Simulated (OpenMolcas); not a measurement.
**C₂H₄F₂: energy and gradient calculation (part 2 of 2)**

The same run, continued: C₂H₄F₂; M06-L/cc-pVTZ, RKS (OpenMolcas 26.06). The geometry comes from this level: PBE0-D4/def2-TZVP.

Geometry of the input (Å):
```
C  0.0033  0.7776  0.0233
C  -0.0520  -0.7182  -0.0082
F  0.9255  -1.2434  0.7791
F  0.1682  -1.1721  -1.2719
H  0.9814  1.1119  -0.3254
H  -0.1572  1.1328  1.0418
H  -0.7710  1.1906  -0.6240
H  -1.0061  -1.1364  0.3295
```

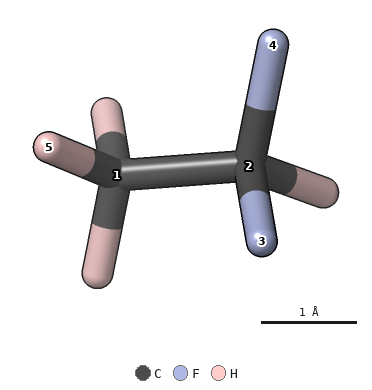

Figure 1. The structure (stick view, seen at a tilt; atoms are numbered from 1 in the order of the input).

**The program's output, continued**
```
      SCF Algorithm: LK-RI/DF
      LK screening threshold:                     4.50E-02
      Local-Exchange (LK) algorithm.
       - the density matrix is decomposed
      D(i)-D(i-1) density differences are used
      Number of density matrices in core                 5
      Maximum number of NDDO SCF iterations            400
      Maximum number of HF SCF iterations              400
      Threshold for SCF energy change             1.00E-09
      Threshold for density matrix                1.00E-04
      Threshold for Fock matrix                   1.50E-04
      Threshold for linear dependence             1.00E-09
      Threshold at which DIIS is turned on        1.50E-01
      Maximum depth in the DIIS procedure                5
      Maximum depth in the BFGS Hessian update          30
      Threshold at which QNR/C2DIIS is turned on  7.50E-02
      Threshold for Norm(delta) (QNR/C2DIIS)      1.00E-03
      All orbitals punched on: SCFORB
--

      Input vectors read from INPORB
      Orbital file label: *Guess orbitals

++ Convergence information
                                   M06L       iterations: Energy and convergence statistics

Iter     Tot. M06L       One-elec.       Two-elec.     Energy      Max Dij or  Max Fij      DNorm      TNorm      AccCon     Time
         Energy          Energy          Energy        Change      Delta Norm                                                in Sec.
   1  -277.834959965  -677.611493987   267.065952133   0.00E+00    5.50E-01*   1.43E-01*    8.84E+00   2.19E+02   None         2.
   2  -277.280676830  -680.934686079   270.943427361   5.54E-01*   1.47E-01*   1.15E-01*    6.65E+00   2.23E+02   EDIIS        2.
   3  -278.354339120  -682.032344583   270.967423574  -1.07E+00*   6.24E-02*   1.97E-02*    2.37E+00   2.21E+02   c2DIIS       2.
   4  -278.352819169  -678.900385829   267.836984770   1.52E-03*   1.15E-01*   2.13E-02*    9.81E-01   2.20E+02   QNRc2DIIS    2.
   5  -278.349156275  -682.534997196   271.475259033   3.66E-03*   6.06E-02*   2.42E-02*    9.74E-01   2.21E+02   QNRc2DIIS    2.
   6  -278.363457518  -680.638050605   269.564011199  -1.43E-02*   6.59E-03*   3.41E-03*    4.99E-01   2.21E+02   QNRc2DIIS    2.
   7  -278.363611908  -680.611085179   269.536891382  -1.54E-04*   1.15E-03*   3.39E-04*    4.76E-02   2.21E+02   QNRc2DIIS    2.
   8  -278.363616746  -680.604199739   269.530001104  -4.84E-06*   5.63E-04    9.10E-05     1.29E-02   2.21E+02   QNRc2DIIS    2.
   9  -278.363616999  -680.600340738   269.526141850  -2.54E-07*   1.98E-04    6.18E-05     9.12E-03   2.21E+02   QNRc2DIIS    2.
  10  -278.363617098  -680.599197463   269.524998476  -9.87E-08*   4.54E-05    1.28E-05     1.69E-03   2.21E+02   QNRc2DIIS    2.
  11  -278.363617103  -680.599752379   269.525553388  -4.75E-09*   4.35E-06    1.29E-06     7.10E-04   2.21E+02   QNRc2DIIS    2.
  12  -278.363617103  -680.599765345   269.525566354  -3.84E-11    1.59E-06    3.50E-07     5.87E-05   2.21E+02   QNRc2DIIS    2.

       Convergence after  12 Iterations
--

 *****************************************************************************************************************************
 *                                             SCF/KS-DFT Program, Final results                                             *
 *                                                       Final Results                                                       *
 *****************************************************************************************************************************

::    Total KS-DFT energy                            -278.3636171027
      One-electron energy                            -680.5997653452
      Two-electron energy                             269.5255663536
      Nuclear repulsion energy                        132.7105818888
      Kinetic energy (interpolated)                   277.1029752226
      Virial theorem                                    1.0045493625
      Total spin, S(S+1)                                0.0000000000
      Total spin, S                                     0.0000000000
      Max non-diagonal density matrix element           0.0000007860
      Max non-diagonal Fock matrix element              0.0000001365

      All orbitals with orbital energies smaller than  E(LUMO)+0.5 are printed

++    Molecular orbitals:
      -------------------

      Title: RKS-DFT orbitals

      Molecular orbitals for symmetry species 1: a

          Orbital            1         2         3         4         5         6         7         8         9        10
          Energy          -24.5054  -24.5053  -10.2068  -10.0616   -1.2240   -1.1701   -0.7416   -0.6109   -0.5080   -0.5055
          Occ. No.          2.0000    2.0000    2.0000    2.0000    2.0000    2.0000    2.0000    2.0000    2.0000    2.0000

          Orbital           11        12        13        14        15        16        17        18        19        20
          Energy           -0.4626   -0.3949   -0.3829   -0.3646   -0.3587   -0.3452   -0.2990    0.0543    0.0766    0.0891
          Occ. No.          2.0000    2.0000    2.0000    2.0000    2.0000    2.0000    2.0000    0.0000    0.0000    0.0000

          Orbital           21        22        23        24        25        26        27        28        29        30
          Energy            0.1073    0.1215    0.1502    0.1826    0.2743    0.2816    0.3079    0.3479    0.3508    0.3628
          Occ. No.          0.0000    0.0000    0.0000    0.0000    0.0000    0.0000    0.0000    0.0000    0.0000    0.0000

          Orbital           31        32        33        34        35        36
          Energy            0.3926    0.4118    0.4172    0.4366    0.4886    0.5530
          Occ. No.          0.0000    0.0000    0.0000    0.0000    0.0000    0.0000

--

++    Molecular charges:
      ------------------

      Mulliken charges per centre and basis function type
      ---------------------------------------------------

                C1      C2      F3      F4      H5      H6      H7      H8
      1s       3.3403  3.1159  3.9119  3.9120  0.8433  0.8500  0.8500  0.9061
      2px      1.0326  0.8019  1.6889  1.8980  0.0073  0.0120  0.0087  0.0077
      2pz      1.0208  0.5823  1.7721  1.5471  0.0114  0.0067  0.0101  0.0083
      2py      0.8960  0.8626  1.8572  1.8731  0.0144  0.0149  0.0149  0.0148
      3d2+     0.0118  0.0288  0.0029  0.0008  0.0008  0.0003  0.0008  0.0010
      3d1+     0.0048  0.0420  0.0049  0.0029  0.0008  0.0010  0.0005  0.0008
      3d0      0.0089  0.0494  0.0018  0.0065  0.0004  0.0008  0.0009  0.0005
      3d1-     0.0002  0.0460  0.0022  0.0045  0.0003  0.0012  0.0006  0.0002
      3d2-     0.0079  0.0344  0.0032  0.0005  0.0011  0.0001  0.0007  0.0010
      4f3+     0.0004  0.0024  0.0001  0.0000  0.0000  0.0000  0.0000  0.0000
      4f2+     0.0003  0.0036  0.0001  0.0001  0.0000  0.0000  0.0000  0.0000
      4f1+     0.0001  0.0055  0.0001  0.0001  0.0000  0.0000  0.0000  0.0000
      4f0      0.0004  0.0047  0.0001  0.0002  0.0000  0.0000  0.0000  0.0000
      4f1-     0.0005  0.0034  0.0000  0.0002  0.0000  0.0000  0.0000  0.0000
      4f2-    -0.0005  0.0026  0.0002  0.0000  0.0000  0.0000  0.0000  0.0000
      4f3-     0.0011  0.0020  0.0001  0.0000  0.0000  0.0000  0.0000  0.0000
      Total    6.3258  5.5876  9.2459  9.2460  0.8799  0.8871  0.8871  0.9406

      N-E     -0.3258  0.4124 -0.2459 -0.2460  0.1201  0.1129  0.1129  0.0594

      Total electronic charge=   34.000000

      Total            charge=   -0.000000
--

++    Molecular properties:
      ---------------------

      Charge (e):
                      =   -0.0000
      Dipole Moment (debye):
      Origin of the operator (angstrom)=    0.2913   -0.6491   -0.1326
                   X= -1.2959E+00               Y=  1.5369E+00               Z=  5.3239E-01           Total=  2.0797E+00
      Quadrupole Moment (debye*angstrom):
      Origin of the operator (angstrom)=    0.2913   -0.6491   -0.1326
                  XX= -2.1999E+01              XY=  4.8396E-01              XZ= -1.0253E+00              YY= -2.1988E+01
                  YZ= -8.0559E-02              ZZ= -2.4447E+01
      In traceless form (debye*angstrom)
                  XX=  1.2181E+00              XY=  7.2594E-01              XZ= -1.5379E+00              YY=  1.2348E+00
                  YZ= -1.2084E-01              ZZ= -2.4529E+00
--

--- Stop Module: scf /rc=_RC_ALL_IS_WELL_ ---
--- Module scf spent 26 seconds ---

--- Start Module: alaska ---

                                              &ALASKA

                       available to each process: 1.9 GB of memory, 1 thread

                     Threshold for contributions to the gradient: 1.000E-07

                    ********************************************
                    * Symmetry Adapted Cartesian Displacements *
                    ********************************************

           Irreducible representation : a
           Basis function(s) of irrep: x, y, xy, Rz, z, xz, Ry, yz, Rx, I

 Basis Label        Type   Center Phase
   1   C1           x         1     1
   2   C1           y         1     1
   3   C1           z         1     1
   4   C2           x         2     1
   5   C2           y         2     1
   6   C2           z         2     1
   7   F3           x         3     1
   8   F3           y         3     1
   9   F3           z         3     1
  10   F4           x         4     1
  11   F4           y         4     1
  12   F4           z         4     1
  13   H5           x         5     1
  14   H5           y         5     1
  15   H5           z         5     1
  16   H6           x         6     1
  17   H6           y         6     1
  18   H6           z         6     1
  19   H7           x         7     1
  20   H7           y         7     1
  21   H7           z         7     1
  22   H8           x         8     1
  23   H8           y         8     1
  24   H8           z         8     1

                     No automatic utilization of translational and rotational invariance of the energy is employed.

 DFT contribution computed for a moving grid.

 RI-ERI gradients!

 **************************************************
 *              Molecular gradients               *
 **************************************************

  Irreducible representation: a
 ------------------------------------------------------------------------------------------
                              X                       Y                       Z
 ------------------------------------------------------------------------------------------
  C1                4.18706516837064E-04   -4.13725894730987E-04   -2.28392801283506E-04
  C2                1.64091955049717E-03   -1.59437627045511E-03   -6.09233076687143E-04
  F3               -1.16329863434927E-03    5.40241453198753E-04   -4.35368703660899E-04
  F4               -5.90958861800939E-04    4.78678806794974E-04    1.07895792226032E-03
  H5                2.68113363392697E-03    4.26711011730418E-04   -9.61647058652204E-04
  H6               -5.87790089649154E-04    2.77307873342014E-04    2.99403985413393E-03
  H7               -2.35317565385662E-03    4.31830956495904E-04   -1.84799275888858E-03
  H8               -4.55364616618326E-05   -1.46667936218314E-04    9.63662256969755E-06
 ------------------------------------------------------------------------------------------

--- Stop Module: alaska /rc=_RC_ALL_IS_WELL_ ---
--- Module alaska spent 5 seconds ---

.##################.
.# Happy landing! #.
.##################.

    Timing: Wall=37.21 User=33.12 System=4.07
```

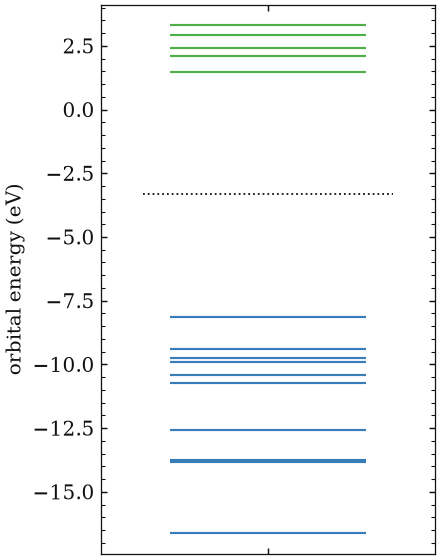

Figure 2. Orbital energies near the frontier; the dotted line parts filled from empty levels, and levels within 0.02 eV of each other stand side by side. Highest filled −8.14 eV, lowest empty 1.48 eV, 9.62 eV apart.

**Results in brief**

| quantity | value |
| --- | --- |
| outcome | converged |
| total energy | −278.363617 hartree |
| basis functions | 176 |
| largest force | 0.158 eV/Å |
| HOMO | −8.14 eV |
| LUMO | 1.48 eV |
| dipole moment | 2.08 debye |
| wall time | 38 s |
| peak memory | 0.26 GiB |
